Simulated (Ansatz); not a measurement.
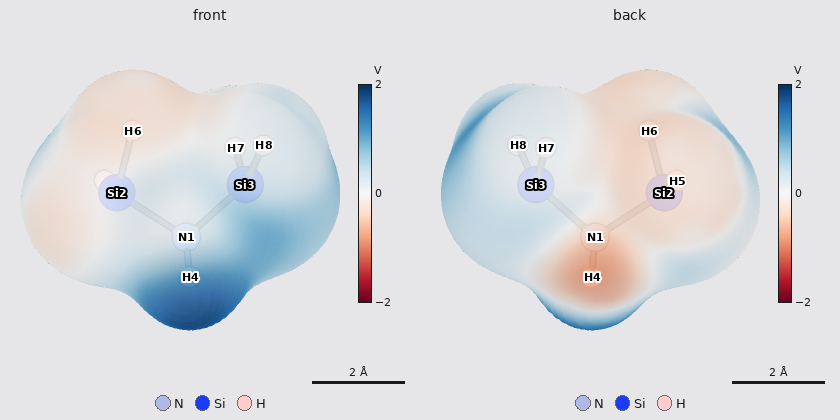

Figure. H$_{5}$NSi$_{2}$. The molecular electrostatic potential painted on the density surface at 0.002 e/bohr³, seen from the front and from behind; the colour scale runs from red (negative) to blue (positive).

The calculation used Ansatz, RKS BLYP-D4/def2-SVP.

```xyz
8

N    -0.6581   -0.3126   -0.8348
Si   -0.3498    1.3829   -0.3270
Si    0.3018   -1.2843    0.2379
H    -1.5131   -0.6245   -1.2942
H     0.9909    1.8098   -0.8957
H    -0.1709    1.3232    1.1881
H     1.7203   -0.7998    0.2448
H    -0.2288   -1.5519    1.6251
```

Which sites attract a positive test charge, and which a negative one?

A positive charge is drawn to the negative regions and a negative charge to the positive ones. The most negative region (about −0.8 V) lies over N1, the most positive (about +1.8 V) over H4.
